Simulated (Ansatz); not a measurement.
BClGeH$_{3}$ (charge +1)

Input file:

```
crystal:
  periodic: [false, false, false]
  atoms:
    - {symbol: B, position_ang: [-0.935122, 0.303184, -0.663628]}
    - {symbol: Ge, position_ang: [0.649915, -0.050388, 0.617841]}
    - {symbol: Cl, position_ang: [1.803294, -1.710412, 0.185694]}
    - {symbol: H, position_ang: [-1.969720, -0.209305, -0.387154]}
    - {symbol: H, position_ang: [-0.713016, 0.983244, -1.611132]}
    - {symbol: H, position_ang: [1.164650, 0.683677, 1.858389]}
basis:
  gaussian: {orbitals: def2-TZVPP}
total_charge: 1
hamiltonian: {xc: pbe0, dispersion: d4}
output: {orbitals: {seedname: orbitals}}
```

Run with:

```sh
ansatz run in.yaml --threads 2 --pin off --events-out ev --progress --plain --max-ram 4352MiB
```

Geometry: PBE0-D4/def2-TZVP.

The calculation used RKS PBE0-D4/def2-TZVPP in Ansatz.

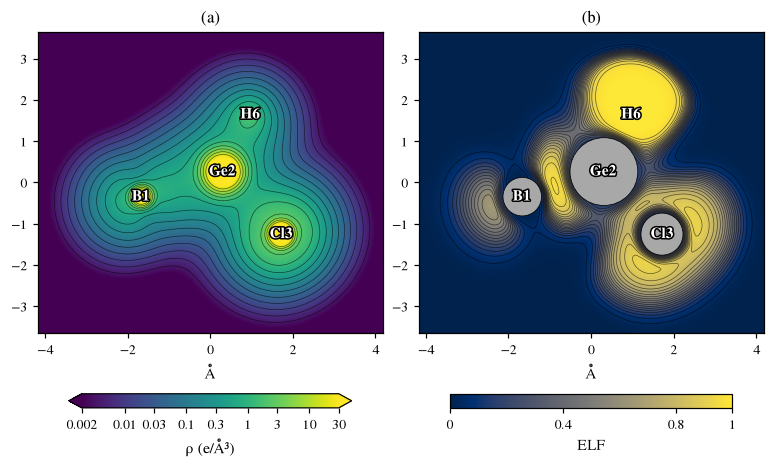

Figure 1. (a) total electron density; (b) ELF on the plane of atoms B1, Ge2 and Cl3. Grey discs cover the atomic cores in the ELF map.

### Describe what can be read from this map.

Atoms in the plane: B, Ge, Cl and H. Ge–Cl (2.07 Å): the density is about 0.91 e/Å³ at the midpoint; the ELF peaks at about 0.80 in the valence shell of Cl, 0.9 Å from its nucleus, and is about 0.70 at the midpoint. Ge–B (2.07 Å): the density is about 0.77 e/Å³ at the midpoint; the ELF peaks at about 0.95 between the atoms: a shared electron pair. Ge–H (1.53 Å): ρ at the midpoint is about 1.1 e/Å³; the ELF climbs to about 1 towards the hydrogen. The ELF also peaks beside Cl3, away from the bonds: lone-pair regions.

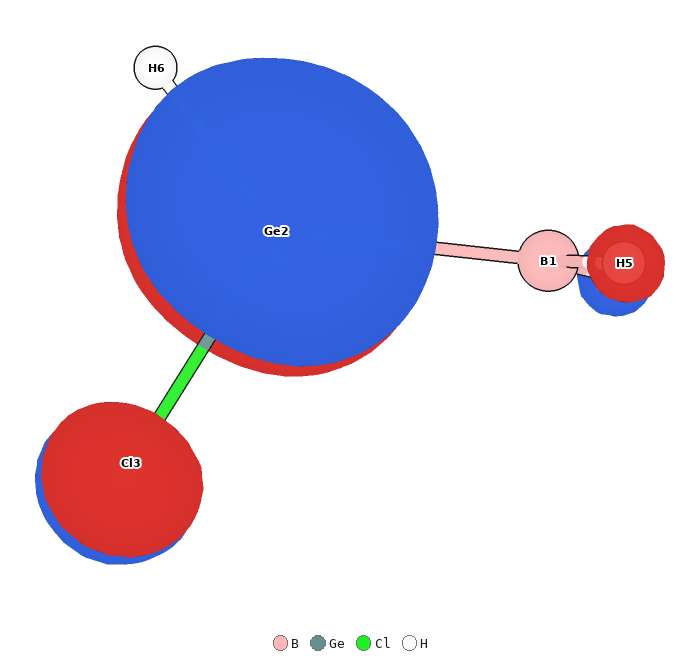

Figure 2. One frontier orbital at ±0.15 Å⁻³ᐟ² (red and blue are the two phases), seen across its widest extent.

### Which orbital is it: HOMO or LUMO?

The LUMO, at −8.84 eV. Its weight (Hirshfeld) is mainly on Ge2 (about 70 %), Cl3 (about 15 %) and B1 (about 5 %).

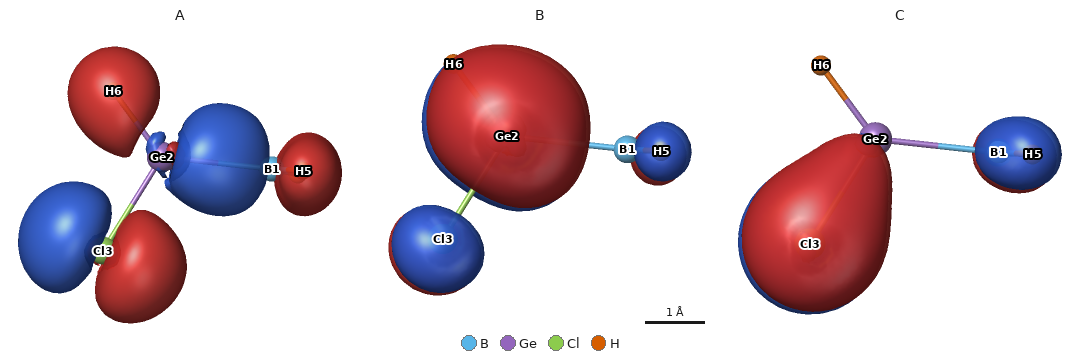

Figure 3. Three frontier orbitals at ±0.1 Å⁻³ᐟ² (blue and red are the two phases), in no order.

### Which picture is the HOMO−1, the HOMO and the LUMO?

C is the HOMO−1 (−15.54 eV). It lies mainly on Cl3 (about 80 %) and Ge2 (about 10 %); largely a lone pair of Cl3. A is the HOMO (−14.49 eV). Its weight (Hirshfeld) is mainly on Cl3 (about 50 %), Ge2 (about 20 %), B1 (about 15 %) and H6 (about 10 %). B is the LUMO (−8.84 eV). By Hirshfeld shares it lies mainly on Ge2 (about 70 %), Cl3 (about 15 %) and B1 (about 5 %).

### What is the HOMO–LUMO gap?

5.65 eV between the orbital energies.
